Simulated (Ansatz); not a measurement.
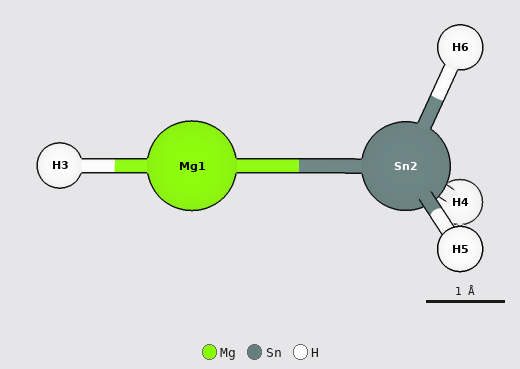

The structure as given in the input (ball-and-stick view, seen at a tilt; atoms are numbered from 1 in the order of the input). Sticks mark near contacts. Bond lengths as drawn: H–Mg 1.70 Å, H–Sn 1.72 Å and Mg–Sn 2.76 Å.

Single-point calculation of MgSnH4

- system: MgSnH4, SMILES [MgH][SnH3]
- method: RHF-CCSD(T), frozen core/def2-TZVPP (Ansatz 0.2.0)

The geometry is a minimum found at another level. The geometry comes from this level: PBE0-D4/def2-TZVP.

What the program printed:
```
Functional definition: HF
  name "HF"
  cite "Fock, Z. Phys. 61, 126 (1930) doi:10.1007/BF01340294"
  parent pbe
  exchange = exact_x
  correlation = 0
1041 factors; integrals over basis functions are off by at most 9.6e-4 eV
mean field evaluation 1: about -11298.8169 eV, gradient 1.1e1 eV
mean field evaluation 2: about -11298.8821 eV, gradient 1.2e1 eV
mean field evaluation 4: about -11299.7478 eV, gradient 1.7e0 eV
mean field evaluation 8: about -11299.7582 eV, gradient 2.2e-4 eV
mean field evaluation 16: about -11299.6583 eV, gradient 1.6e0 eV
mean field -11299.75819687 eV, -415.2584544837 hartree, gradient 2.2e-6 eV, S^2 0.000000; 0 other end points of the search recorded, 0 dependent functions left out
5 core orbitals not correlated: weight in the atoms' cores, before any rotation towards them, 1.000 or more for the frozen orbitals, at most 0.000 for the correlated occupied ones
reference -11299.75819687 eV, -415.2584544837 hartree; 14, 14 occupied and 119, 119 virtual orbitals, 1041 factors
second order -14.85338873 eV of doubles, -0.00000000 eV of singles
cycle   1  -15.13471989 eV  change   -2.8e-1 eV  update   8.9e-2
cycle   2  -15.54581576 eV  change   -4.1e-1 eV  update   2.8e-2
cycle   3  -15.58317057 eV  change   -3.7e-2 eV  update   1.2e-2
cycle   4  -15.57535044 eV  change    7.8e-3 eV  update   3.7e-3
cycle   5  -15.57548725 eV  change   -1.4e-4 eV  update   1.3e-3
cycle   6  -15.57563172 eV  change   -1.4e-4 eV  update   3.9e-4
cycle   7  -15.57551307 eV  change    1.2e-4 eV  update   1.2e-4
cycle   8  -15.57553199 eV  change   -1.9e-5 eV  update   4.7e-5
cycle   9  -15.57554822 eV  change   -1.6e-5 eV  update   1.4e-5
```

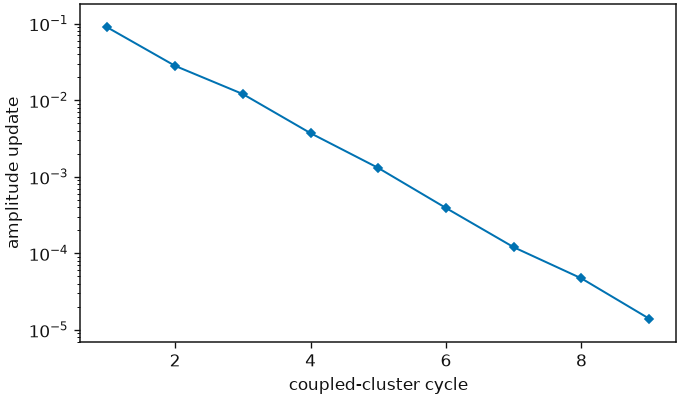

Convergence of the coupled-cluster equations: amplitude update against the coupled-cluster cycle. The residual falls at every step.

```
perturbative correction -0.31816365 eV, -0.0116922985 hartree
Total energy: -11315.65190874 eV, -415.8425376219 hartree
```

This output came from the following input.

Input file:
```yaml
crystal:
  periodic: [false, false, false]
  atoms:
    - {symbol: Mg, position_ang: [0.666996, -1.639281, 0.702200]}
    - {symbol: Sn, position_ang: [-0.299631, 0.734872, -0.315399]}
    - {symbol: H, position_ang: [1.265245, -3.105385, 1.331870]}
    - {symbol: H, position_ang: [-1.714908, 0.560768, -1.273852]}
    - {symbol: H, position_ang: [0.811563, 1.563358, -1.330722]}
    - {symbol: H, position_ang: [-0.729265, 1.885667, 0.885904]}
basis:
  gaussian: {orbitals: def2-TZVPP}
correlation: {method: ccsd_t}
```

Run as:
```bash
ansatz run in.yaml --threads 2 --pin off --events-out ev --progress --plain --max-ram 4352MiB
```

Summary:

| quantity | value |
| --- | --- |
| outcome | converged |
| total energy | −11315.6519 eV |
| mean-field energy | −11299.7582 eV |
| CCSD correlation | −15.5755 eV |
| (T) correction | −0.3182 eV |
| T1 diagnostic | 0.012 |
| SCF solution under orbital rotations | stable |
| hardware | 2 threads of Arm Neoverse V1, 23 GiB of memory available, shared host |
| wall time | 25 s (CPU time 48 s) |
| peak memory | 0.94 GiB |
